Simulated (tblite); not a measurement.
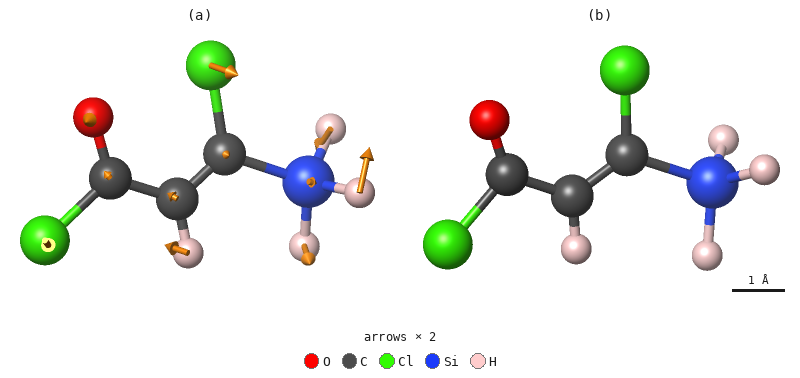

The structure of C3H4Cl2OSi before (left) and after (right) a relaxation, at one scale. The orange arrows give the displacements, 2 times their true length.

Style: ball-and-stick. Shown at a tilt.

Computed with GFN2-xTB geometry optimisation, gas phase (tblite 0.8.0). 

What changed between the two?

An H atom moves most after the best rigid fit: 0.47 Å. Largest moves by element: H 0.47 Å, Cl 0.38 Å, O 0.23 Å, C 0.12 Å, Si 0.11 Å. Near-neighbour distances that change, for instance: C–Si 1.828 → 1.906 Å, C–O 1.251 → 1.189 Å, C–Cl 1.767 → 1.706 Å, C–C 1.298 → 1.343 Å. Among the angles between lasting bonds that change: Cl–C–C 121.1° → 110.8°, C–Si–H 114.0° → 106.6°, H–Si–H 104.9° → 112.0°. Groups turn about C–Si by about 25°. The energy falls by 0.524 eV in 100 geometry steps.
